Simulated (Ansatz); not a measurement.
Input file:

```
crystal:
  periodic: [false, false, false]
  atoms:
    - { symbol: W, position_ang: [0.0, 0.0, 0.0] }
    - { symbol: O, position_ang: [0.0, 0.0, 2.29] }
    - { symbol: H, position_ang: [-0.9095, -0.2814, 2.6271] }
    - { symbol: F, position_ang: [1.85, 0.0, 0.0] }
    - { symbol: F, position_ang: [0.0, 1.85, 0.0] }
    - { symbol: F, position_ang: [-1.85, 0.0, 0.0] }
    - { symbol: F, position_ang: [0.0, -1.85, 0.0] }
    - { symbol: H, position_ang: [0.0, 0.0, -1.72] }
    - { symbol: F, position_ang: [1.4129, 1.4719, 0.6779] }
    - { symbol: H, position_ang: [0.9245, 0.9631, 1.8084] }
basis:
  gaussian: { orbitals: def2-SVP }
hamiltonian:
  xc: b3lyp
relax:
  f_tol: 0.15
  max_steps: 25
  restrain:
    - { distance: [0, 8], at: 1.85, k: 30.0 }
    - { distance: [9, 1], at: 1.01, k: 30.0 }
    - { distance: [0, 1], at: 3.14, k: 30.0 }
    - { distance: [9, 8], at: 2.12, k: 30.0 }
output:
  orbitals: {}
```

Launched as:

```sh
ansatz run input.yaml --threads 4 --pin off --max-ram 5120MiB --backend cpu --events-out ev --progress --plain --runs-dir out
```

The fields are those of the run's last geometry, not of the input's.

Core potentials replace the inner electrons of W; not at a stationary point (largest force 1.0 eV/Å).

Method: RKS B3LYP/def2-SVP in Ansatz.

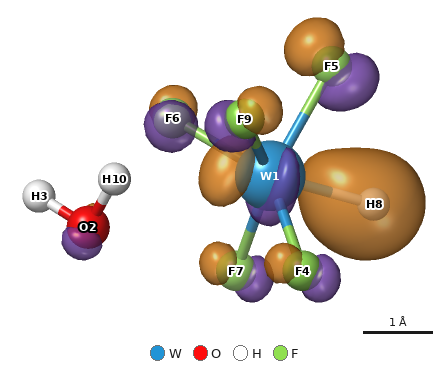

F$_{5}$HW···H$_{2}$O. The HOMO−1 at ±0.2 Å⁻³ᐟ² (orange and purple are the two phases), seen at a tilt.

Question: What is the character of this orbital?

Answer: Its weight (Hirshfeld) is mainly on H8 (about 30 %), W1 (about 30 %), F5 (about 15 %), F6 (about 5 %) and F9 (about 5 %). Its energy is −9.98 eV.
